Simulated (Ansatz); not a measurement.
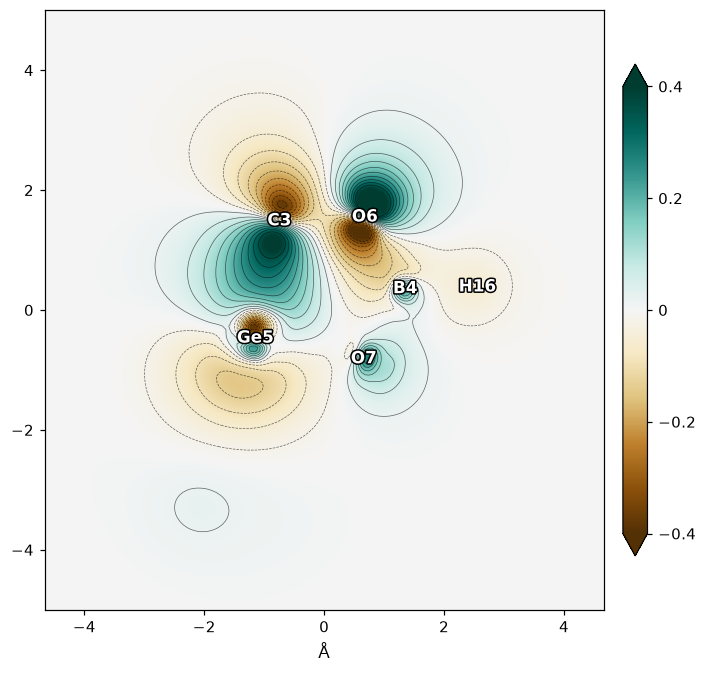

Figure. C3H9BGeO2. The HOMO on the plane of atoms Ge5, C3 and O6 (values in Å⁻³ᐟ²; the overall sign is arbitrary).

Geometry: B3LYP-D3(BJ)/def2-SVP.

Method: Ansatz 0.2.0, isolated molecule in a Gaussian basis; Kohn-Sham density functional theory, functional PBE0.

```
atom    x (Å)    y (Å)    z (Å)
   C   1.9527   0.1343   1.7509
   C   2.4674  -0.3818   0.4031
   C   1.3542  -1.6886  -2.5244
   B  -0.5460  -0.2782  -2.1957
  Ge   1.1370  -1.4535  -0.5555
   O   0.2925  -0.9139  -3.0807
   O  -0.3340  -0.4037  -0.8592
   H   1.6897  -0.6941   2.4288
   H   1.0514   0.7532   1.6207
   H   2.7121   0.7490   2.2610
   H   2.7434   0.4529  -0.2623
   H   3.3733  -0.9989   0.5316
   H   0.6843  -2.6950   0.2432
   H   1.2584  -2.7379  -2.8466
   H   2.3219  -1.3083  -2.8906
   H  -1.4499   0.3804  -2.6419
```

> Describe this orbital and give its energy.

It lies mainly on O6 (about 20 %), C2 (about 15 %), Ge5 (about 15 %), C3 (about 15 %) and O7 (about 10 %). Its energy is −8.07 eV.
